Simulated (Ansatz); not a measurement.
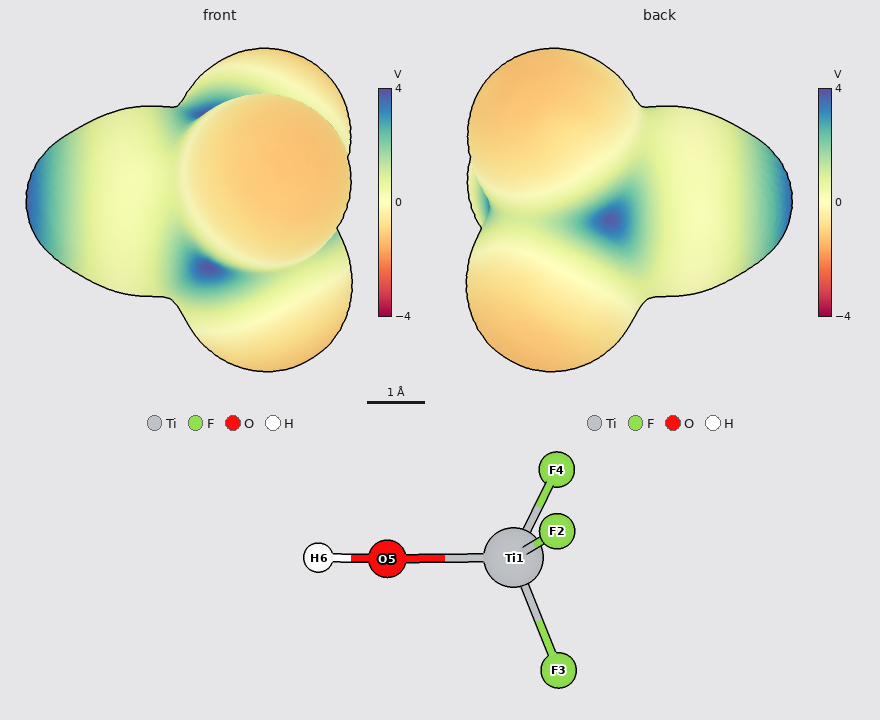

The picture shows: F3HOTi. The electrostatic potential painted on the density surface at 0.002 e/bohr³, seen from the front and from behind; the colour scale runs from red (negative) to blue (positive). The bare structure is drawn below in the same view.

The calculation used RHF/def2-SVP (Ansatz).

```xyz
6

Ti   -0.0091    0.0102    0.0907
F     0.1548    0.2509    1.7970
F     1.5720   -0.0857   -0.6076
F    -0.8290    1.3785   -0.5815
O    -0.8933   -1.4356   -0.2312
H    -1.3950   -2.2243   -0.3626
```

**Describe the electrostatic potential map.**

The most negative region (about −1.3 V) lies over F2, F3 and F4, the most positive (about +3.8 V) over Ti1.
